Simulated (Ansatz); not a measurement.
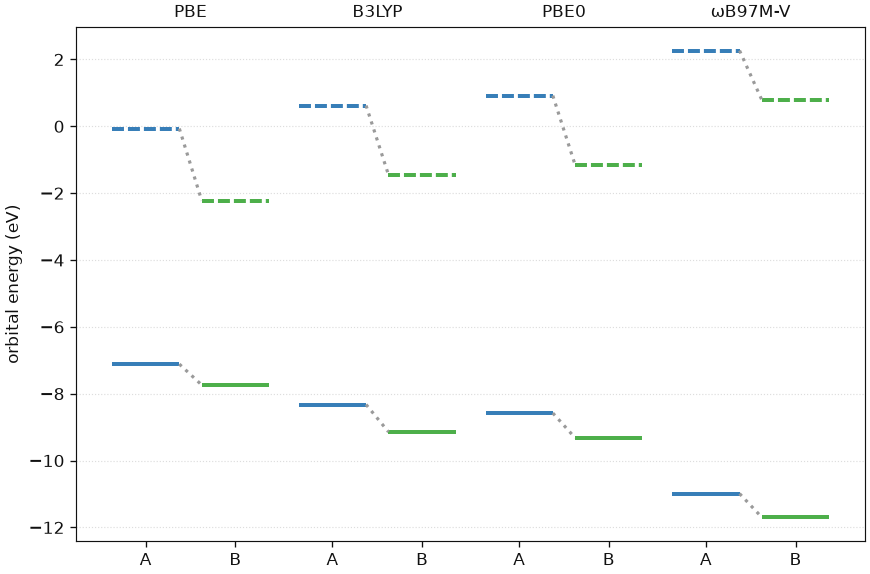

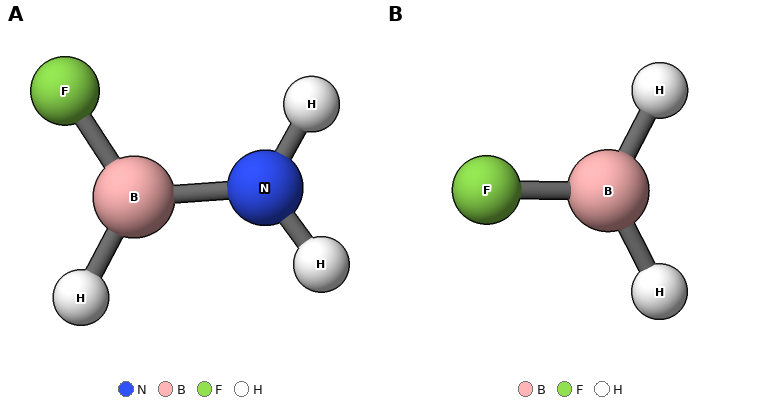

One change: A, BNH₃F (SMILES NBF), becomes B, BH₂F (SMILES BF). NH₂ on B is replaced by H. HOMO (solid) and LUMO (dashed) computed in def2-TZVPP at PBE0-D4/def2-TZVP geometries, both minima by their frequencies, gas phase, the Ansatz code. Empty levels above zero depend strongly on the basis.

Question: What does the change do to HOMO and LUMO?

Answer: PBE: the HOMO falls by 0.62 eV, the LUMO falls by 2.16 eV, and the separation goes from 7.05 to 5.51 eV. B3LYP: the HOMO falls by 0.82 eV, the LUMO falls by 2.08 eV, and the separation goes from 8.94 to 7.69 eV. PBE0: the HOMO falls by 0.75 eV, the LUMO falls by 2.08 eV, and the separation goes from 9.50 to 8.16 eV. ωB97M-V: the HOMO falls by 0.71 eV, the LUMO falls by 1.49 eV, and the separation goes from 13.25 to 12.48 eV.

Question: Do the functionals agree on the effect?

Answer: They agree on the direction for both levels; the HOMO shift lies between −0.82 and −0.62 eV and the LUMO shift between −2.16 and −1.49 eV, while the separations themselves differ by up to 7.0 eV between functionals.
